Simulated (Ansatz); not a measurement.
# BrH5W···H2: what the fields show

Input

```
crystal:
  periodic: [false, false, false]
  atoms:
    - { symbol: W, position_ang: [0.245195, 0.254961, -0.36087] }
    - { symbol: H, position_ang: [0.196923, 0.203046, 2.558478] }
    - { symbol: H, position_ang: [1.356096, -0.683946, 0.427017] }
    - { symbol: H, position_ang: [-0.710144, 1.352416, 0.42612] }
    - { symbol: H, position_ang: [-1.372242, -0.127132, -0.10385] }
    - { symbol: H, position_ang: [-0.11244, -1.367824, -0.101892] }
    - { symbol: H, position_ang: [0.33996, 0.349893, -2.060407] }
    - { symbol: Br, position_ang: [1.979058, 2.020234, 0.284909] }
    - { symbol: H, position_ang: [0.660093, 0.688552, 2.314495] }
basis:
  gaussian: { orbitals: def2-SVP }
hamiltonian:
  xc: hf
relax:
  f_tol: 0.03
  max_steps: 50
output:
  orbitals: {}
```

Launched as:

```sh
ansatz run input.yaml --threads 1 --pin off --max-ram 2048MiB --backend cpu --events-out ev --progress --plain --runs-dir out
```

The fields are those of the run's last geometry, not of the input's.

Core potentials replace the inner electrons of W.

Theory: RHF/def2-SVP (Ansatz 0.2.0).

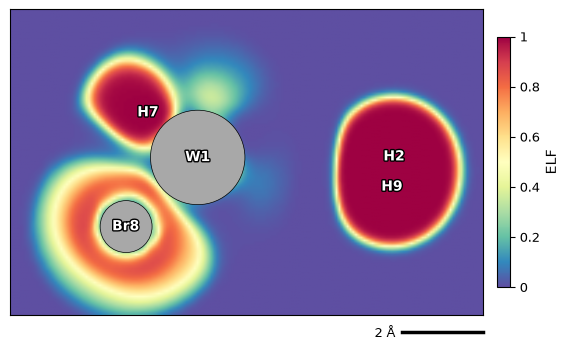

Figure 1. ELF on the plane of atoms H7, W1 and Br8. Grey discs cover the atomic cores.

Q: What does the map show?

A:
- Atoms in the plane: W, H and Br.
- W–Br (2.46 Å): the ELF peaks at about 0.80 in the valence shell of Br, 1.0 Å from its nucleus, and is about 0.50 at the midpoint.
- H–H (0.75 Å): the ELF peaks at about 1 between the atoms.
- W–H (1.65 Å): the ELF climbs to about 1 towards the hydrogen.

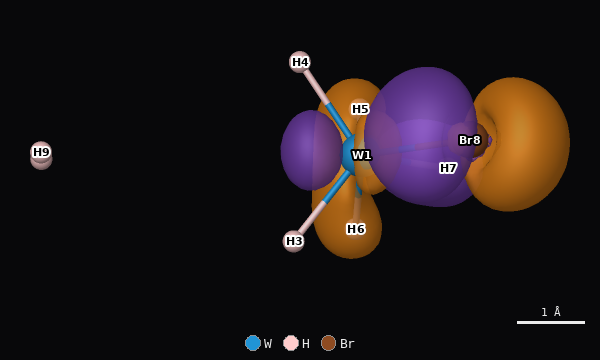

Figure 2. The HOMO at ±0.15 Å⁻³ᐟ² (orange and purple are the two phases), seen from one side.

Q: Describe this orbital and give its energy.

A: By Hirshfeld shares it lies mainly on Br8 (about 60 %), W1 (about 25 %) and H7 (about 5 %). Its energy is −11.20 eV.
